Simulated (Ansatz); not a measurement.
# Is the response still linear at 0.4 V/Å? Hf(0001), 9 layers

The dipole of a slab grows in proportion to a weak field along its normal. Does the weak-field slope carry to a strong field?

**Method.** Ansatz 0.2.0, plane waves with PAW datasets (its set soft_2), LDA; atoms held at bulk places, 18 Å of vacuum, dipole correction, cell area 8.87 Å², 18×18 k-points, smearing 0.1 eV. Without field the slab has no gap over 0.05 eV.

| run | field (V/Å) | dipole (e·Å) |
| --- | --- | --- |
| run 1 | −0.10 | −0.12226 |
| run 2 | −0.05 | −0.06113 |
| run 3 | 0.00 | 0.00000 |
| run 4 | 0.05 | 0.06113 |
| run 5 | 0.10 | 0.12226 |
| run 6 | 0.40 | ? |

Q: Estimate the withheld value from the rows shown.

A least-squares line through the 5 rows shown has slope 1.222600 and intercept 0.000000; no row lies more than 0.00001 e·Å off it. A perfect conductor with that slope would be 180.95 × 1.22260 / 8.87 = 24.94 Å thick. At 0.40 it gives 1.222600 × 0.40 + 0.000000 = 0.48904 e·Å, beyond the rows fitted. Rounding and scatter of the rows alone allow about ±0.00002 e·Å there.

The run itself gives 0.48933 e·Å: a miss of +0.00029 e·Å. That is under 1 % of the induced dipole, so the response is still linear.

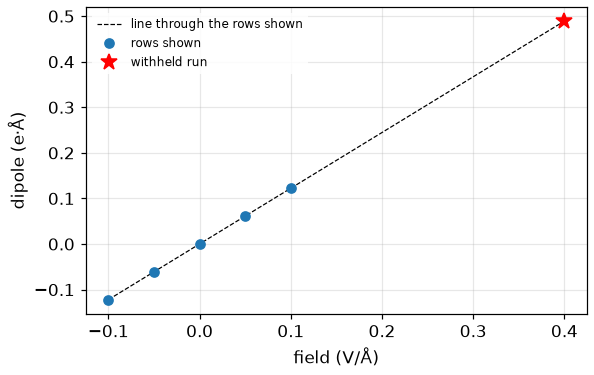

The fit and the withheld run.

**Limits.** Ions are held, so this is the electronic response. Of the series that stay linear within 1 %, this collection keeps about one in seven, and it keeps all that bend. In the strongest field, at least, the program warns that the far vacuum lies low against the Fermi level, so charge may spill into it, by an amount that depends on the cell's height. Spin-orbit coupling is left out, which changes the bands of elements this heavy.
